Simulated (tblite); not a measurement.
C₃H₂Se: molecular dynamics (part 2 of 2)

C₃H₂Se, SMILES C#CC=[Se]; GFN2-xTB Langevin dynamics, gas phase (tblite 0.8.0). 

Geometry of the input (Å):
```
C  1.5305  -0.2120  0.2802
C  0.3663  0.0333  0.0763
C  -0.9785  0.2697  -0.1669
Se -2.1717  -0.9956  -0.4928
H  2.5470  -0.4041  0.4594
H  -1.2906  1.3107  -0.1514
```

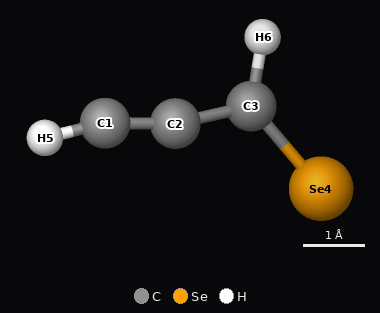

*The geometry at step 32 of the log (ball-and-stick view, seen at an oblique angle; atoms are numbered from 1 in the order of the input).*

Trajectory as extended XYZ, continued
```
6
Properties=species:S:1:pos:R:3:forces:R:3 step=23 time_fs=575.0 energy=-285.81321 temperature=331.5
C     1.6816   -0.4010    0.1642   -1.6505  -0.1215   0.4818
C     0.4872   -0.5675    0.3981    1.9180   0.0462   0.0293
C    -0.8409   -0.8807    0.6412   -0.2089   0.6516  -0.0784
Se   -1.9560   -1.4864   -0.5726   -0.3157  -0.4774  -0.6677
H     2.7120   -0.1763    0.0542   -0.4130  -0.1020  -0.0801
H    -1.3553   -0.5614    1.5452    0.6700   0.0031   0.3150
6
Properties=species:S:1:pos:R:3:forces:R:3 step=24 time_fs=600.0 energy=-285.85149 temperature=360.9
C     1.5737   -0.2703    0.0552    1.2431   0.0354  -0.3519
C     0.4776   -0.5427    0.4493   -0.6326   0.1457   0.0750
C    -0.8590   -0.7044    0.6624   -1.3593  -0.7926  -0.2640
Se   -1.9311   -1.5518   -0.5182    0.4191   0.3851   0.4760
H     2.5692   -0.1656   -0.2405    0.2722   0.1239  -0.0031
H    -1.2992   -0.3770    1.5953    0.0575   0.1025   0.0680
6
Properties=species:S:1:pos:R:3:forces:R:3 step=25 time_fs=625.0 energy=-285.76449 temperature=303.2
C     1.5173   -0.2908   -0.0597    1.1573   0.9450  -0.3709
C     0.4013   -0.4893    0.3494    0.9193   0.3388   0.1088
C    -0.8732   -0.7539    0.6910   -2.3129  -0.4073   0.5146
Se   -1.9475   -1.6166   -0.4750    0.1875   0.2655   0.5690
H     2.4210    0.1959   -0.3671   -0.4620  -0.6741   0.1597
H    -1.2952   -0.3548    1.6577    0.5106  -0.4679  -0.9812
6
Properties=species:S:1:pos:R:3:forces:R:3 step=26 time_fs=650.0 energy=-285.71078 temperature=262.2
C     1.4858   -0.2522   -0.2031   -1.1116  -0.8175   0.5668
C     0.3657   -0.4073    0.2623    1.3566   0.0976  -0.8023
C    -0.9209   -0.7462    0.5986   -0.3318   0.3038   1.1345
Se   -1.9662   -1.6851   -0.4592   -0.2972  -0.1327  -0.2309
H     2.4401   -0.5590   -0.5093    0.2864   0.5823  -0.0682
H    -1.2372   -0.5311    1.6402    0.0978  -0.0334  -0.6000
6
Properties=species:S:1:pos:R:3:forces:R:3 step=27 time_fs=675.0 energy=-285.68442 temperature=310.9
C     1.6056   -0.3139   -0.2489    1.3803   1.3499  -0.4731
C     0.4691   -0.3374    0.1313   -2.6365  -0.9215   0.7420
C    -0.8529   -0.6878    0.5139    0.5668  -0.3318  -0.9000
Se   -1.9684   -1.7376   -0.4498    0.7459   0.6996   0.6482
H     2.4449    0.2891   -0.4993    0.1021  -0.7565  -0.0316
H    -1.1757   -0.2394    1.4445   -0.1586  -0.0396   0.0145
6
Properties=species:S:1:pos:R:3:forces:R:3 step=28 time_fs=700.0 energy=-285.75339 temperature=336.3
C     1.6828   -0.1514   -0.2955   -2.4989  -1.1920   0.4972
C     0.5106   -0.4517   -0.0626    1.4943   0.4841  -0.1998
C    -0.8197   -0.6534    0.3302    1.0550   0.9692   0.2362
Se   -1.8992   -1.8068   -0.4053   -0.4462  -0.4208  -0.2138
H     2.6727   -0.3687   -0.5216    0.5827   0.4067  -0.1719
H    -1.1091   -0.0088    1.1688   -0.1869  -0.2471  -0.1479
6
Properties=species:S:1:pos:R:3:forces:R:3 step=29 time_fs=725.0 energy=-285.74076 temperature=354.4
C     1.7544   -0.2343   -0.3759   -0.9315   0.3531  -0.0890
C     0.5763   -0.4956   -0.2160   -0.1092   0.2648   0.4483
C    -0.8024   -0.6335    0.1559    2.2872   0.5765  -0.5010
Se   -1.8876   -1.8678   -0.3754   -0.6744  -0.7171  -0.2239
H     2.6763    0.2405   -0.6102   -0.2210  -0.5920   0.0872
H    -1.0932    0.2191    0.7476   -0.3510   0.1148   0.2784
6
Properties=species:S:1:pos:R:3:forces:R:3 step=30 time_fs=750.0 energy=-285.63694 temperature=250.7
C     1.8245   -0.2511   -0.5087   -1.2150  -0.4043   0.3436
C     0.6561   -0.4212   -0.2629   -2.1700  -0.9430  -0.1891
C    -0.7691   -0.5783   -0.0525    1.7444  -0.0664  -0.2911
Se   -1.9210   -1.9162   -0.3442    0.9198   0.6164   0.0043
H     2.8283   -0.4266   -0.5319    1.3995   0.2581  -0.2138
H    -1.1029    0.3015    0.4478   -0.6787   0.5391   0.3460
6
Properties=species:S:1:pos:R:3:forces:R:3 step=31 time_fs=775.0 energy=-285.68052 temperature=381.0
C     1.7061   -0.3581   -0.5278    1.6135   1.0035  -1.0168
C     0.5205   -0.5222   -0.3692    1.2198  -0.0763  -0.2063
C    -0.8075   -0.5786   -0.0645   -0.0646   0.6148   0.3504
Se   -1.8890   -1.9199   -0.3021   -0.5963  -0.4594  -0.0353
H     2.6736    0.0355   -0.8969   -1.3818  -0.9621   0.7701
H    -1.0539    0.4043    0.3368   -0.7906  -0.1206   0.1378
6
Properties=species:S:1:pos:R:3:forces:R:3 step=32 time_fs=800.0 energy=-285.66168 temperature=563.3
C     1.6945   -0.3510   -0.5639   -1.6496  -0.6359   0.3074
C     0.4997   -0.5567   -0.3915    1.2349   0.4574   0.2732
C    -0.8336   -0.5485    0.0057   -0.3860   0.3975  -0.5652
Se   -1.8877   -2.0083   -0.3048    0.6400   1.4019   0.4932
H     2.7249   -0.4523   -0.6848    0.3159   0.1536  -0.2064
H    -1.1299    0.5044    0.3657   -0.1551  -1.7745  -0.3022
6
Properties=species:S:1:pos:R:3:forces:R:3 step=33 time_fs=825.0 energy=-285.59599 temperature=509.7
C     1.6365   -0.4484   -0.5993    3.1499   0.6184  -0.5135
C     0.4736   -0.4213   -0.3046   -1.1999  -1.0279  -0.2193
C    -0.8679   -0.7401   -0.0712    0.1620   2.3608   1.4681
Se   -1.9042   -2.1021   -0.2708   -0.3610  -1.4142  -0.5979
H     2.7374   -0.2583   -0.7789   -2.3029  -0.3763   0.3746
H    -1.3773    0.0609    0.5314    0.5519  -0.1608  -0.5121
6
Properties=species:S:1:pos:R:3:forces:R:3 step=34 time_fs=850.0 energy=-285.49840 temperature=417.5
C     1.5878   -0.4498   -0.7187   -6.7409  -0.9349   2.2246
C     0.3936   -0.5925   -0.3566    2.1334   0.9904  -0.2122
C    -0.9653   -0.6623    0.1056    1.1076  -1.9751  -1.7838
Se   -1.9413   -2.1839   -0.2602    0.7698   1.1701   0.4657
H     2.4733   -0.2090   -1.0965    2.4185   0.3786  -0.9622
H    -1.5346    0.1918    0.4081    0.3116   0.3710   0.2679
6
Properties=species:S:1:pos:R:3:forces:R:3 step=35 time_fs=875.0 energy=-285.53020 temperature=306.9
C     1.4504   -0.5753   -0.7643    5.2672  -0.4997  -1.2577
C     0.3504   -0.6973   -0.3616   -2.9058   0.0192   0.8091
C    -0.9825   -0.8078    0.0079    1.6240   0.5081  -0.0527
Se   -1.9197   -2.2003   -0.2324   -1.5991  -2.5326  -0.7343
H     2.5354   -0.7612   -0.9694   -1.9851   0.6673   0.2238
H    -1.4015   -0.1182    0.6569   -0.4012   1.8377   1.0118
6
Properties=species:S:1:pos:R:3:forces:R:3 step=36 time_fs=900.0 energy=-285.66646 temperature=440.7
C     1.5212   -0.7827   -0.7991   -2.5301   0.0519   0.9887
C     0.3772   -0.6878   -0.3921    2.3598  -0.2269  -0.5060
C    -0.8413   -0.8163    0.1356   -3.1288  -0.6498  -0.1137
Se   -1.9582   -2.2359   -0.2324    0.8567   0.8681   0.4223
H     2.3929   -0.6528   -1.2673    2.1828   0.1850  -1.0178
H    -1.3437    0.0737    0.5216    0.2595  -0.2283   0.2266
6
Properties=species:S:1:pos:R:3:forces:R:3 step=37 time_fs=925.0 energy=-285.66033 temperature=398.7
C     1.5351   -0.8664   -0.9343    2.1349   0.2368  -0.1783
C     0.4742   -0.7579   -0.3557    0.8434  -0.0625  -0.7638
C    -0.8001   -0.8254    0.0973   -2.1152  -0.3455   1.8699
Se   -1.9724   -2.1974   -0.1826    0.7711   0.8830  -0.0620
H     2.6219   -0.8337   -1.2161   -2.1580  -0.0986   0.4061
H    -1.1182   -0.1255    0.9435    0.5238  -0.6133  -1.2719
6
Properties=species:S:1:pos:R:3:forces:R:3 step=38 time_fs=950.0 energy=-285.72650 temperature=417.5
C     1.5618   -0.8994   -0.8790   -0.8066  -0.0126   0.5078
C     0.4829   -0.9148   -0.3649   -0.9181   0.0275   0.8099
C    -0.7733   -0.9259    0.2269    0.4076   1.8544  -0.0047
Se   -1.9681   -2.1028   -0.1619   -1.1170  -1.2656  -0.1469
H     2.3557   -0.9621   -1.4825    2.0268  -0.0345  -1.2033
H    -1.0993    0.0206    0.7091    0.4072  -0.5692   0.0372
6
Properties=species:S:1:pos:R:3:forces:R:3 step=39 time_fs=975.0 energy=-285.59215 temperature=371.1
C     1.6390   -0.9930   -0.8729   -0.3088   0.2544   1.1512
C     0.5622   -0.9485   -0.2754    0.5216   0.4325  -0.4036
C    -0.7352   -0.8944    0.3583    1.6755  -1.8106  -1.4846
Se   -2.0088   -2.0535   -0.1819    0.3864   0.8400   0.3200
H     2.7209   -0.9660   -1.1280   -1.9611  -0.1581   0.1861
H    -0.7148   -0.4579    1.3339   -0.3136   0.4417   0.2308
6
Properties=species:S:1:pos:R:3:forces:R:3 step=40 time_fs=1000.0 energy=-285.57630 temperature=250.6
C     1.6861   -1.0239   -0.7499   -2.4894  -0.0426   1.3722
C     0.6280   -0.9825   -0.1334    0.7715  -1.1663  -0.9775
C    -0.6778   -1.1526    0.4106    2.8250   2.2788  -0.2644
Se   -2.0157   -1.9920   -0.2026   -1.7274  -1.6911  -0.9192
H     2.5493   -1.0539   -1.3085    0.8340   0.1889  -0.3180
H    -0.8695   -0.3202    1.0480   -0.2137   0.4323   1.1070
```

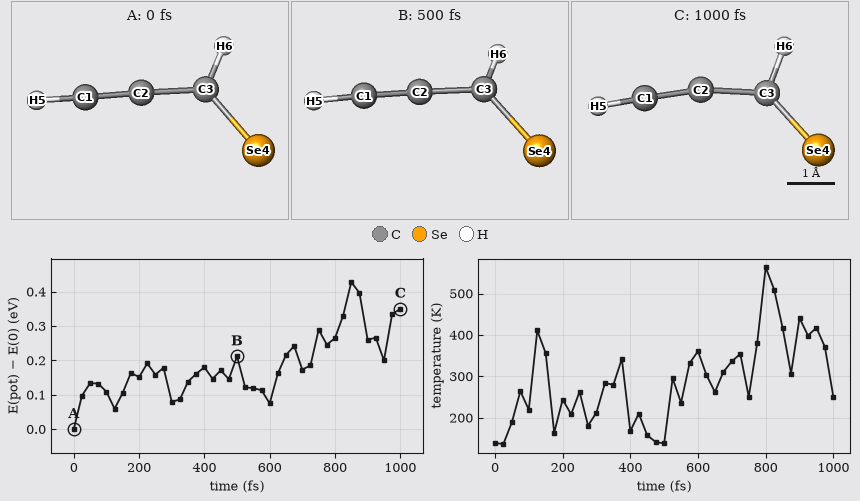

*Frames of the molecular dynamics (ball-and-stick, seen at a tilt) above the curves, on which the letters mark them.*

The trajectory kept here has 41 frames over 1000 fs. The temperature starts at 139 K, ranges from 137 to 563 K and averages 345 K over the second half. The potential energy ends 0.350 eV above its first value. After an unweighted best fit of the last frame on the first, the root-mean-square displacement is 0.11 Å.

Key numbers

- outcome: finished
- mean temperature over the second half: 345 K
- trajectory: 41 frames kept, 1000 fs
- hardware: 1 CPU thread, shared host
- wall time: 4.5 s
- peak memory: 0.18 GiB
